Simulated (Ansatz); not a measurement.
Be₂As₂Pt

Input file:

```
crystal:
  lattice:
    - [1.9262539194, 1.1121232201, 5.7616022661]
    - [-1.9262539194, 1.1121232201, 5.7616022661]
    - [0.0, -2.2242464366, 5.7616022668]
  atoms:
    - { symbol: Be, position: [0.3825200577, 0.3825200577, 0.3825200577] }
    - { symbol: Be, position: [0.6174799423, 0.6174799423, 0.6174799423] }
    - { symbol: As, position: [0.7677007371, 0.7677007371, 0.7677007371] }
    - { symbol: As, position: [0.2322992629, 0.2322992629, 0.2322992629] }
    - { symbol: Pt, position: [0.0, 0.0, 0.0] }
kpoints:
  mp_grid: { grid: [8, 8, 8] }
hamiltonian:
  xc: r2scan
  dispersion: rvv10
scf:
  occupations: { method: fermi_dirac, width: 0.03 }
relax:
  f_tol: 0.01
  cell: {}
  max_steps: 120
output:
  write_density: true
  write_potential: true
  elf: true
  volumetric_format: npy
```

Launched as:

```sh
ansatz run input.yaml --threads 2 --pin off --max-ram 2211MiB --backend cpu --events-out ev --progress --plain --runs-dir out
```

Below, planes, directions and counts refer to the conventional cell (a = 3.84 Å, b = 3.84 Å, c = 18.36 Å, α = 90.00°, β = 90.00°, γ = 120.00°).

The fields are those of the run's last geometry, not of the input's.

Space group R-3m; a structure from a database of computed crystals, not necessarily the ambient phase; started from the Bi2Te2S-166 prototype, which need not be the ambient phase.

Computed with Ansatz 0.2.0, DFT, r2SCAN+rVV10, plane waves, PAW.

**Predict the valence pseudo-density and electron localisation function between the atoms.**

Be–As (2.65 Å): the density is about 0.24 e/Å³ at the midpoint; the ELF is about 0.35 at the midpoint.

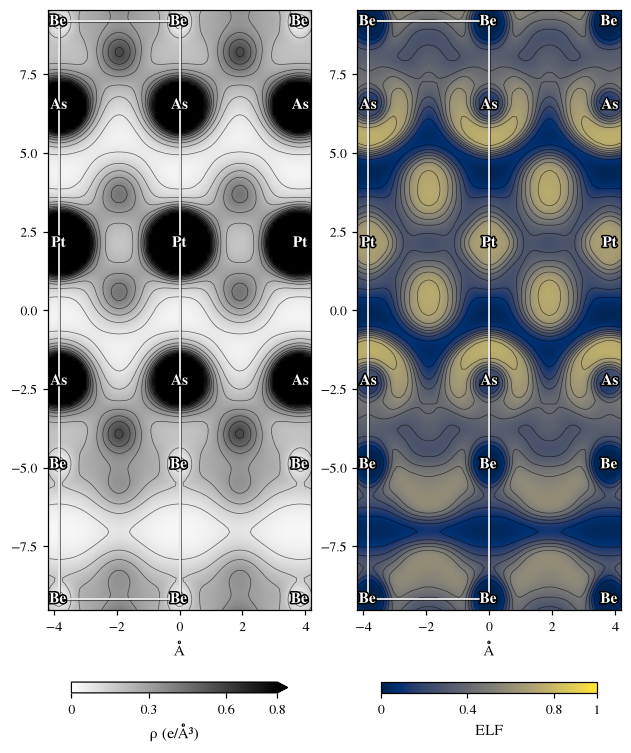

Computed valence pseudo-density and electron localisation function on the (100) plane of the conventional cell, in this order. 

In a PAW calculation such maps are meaningful between the atoms, not at the nuclei.
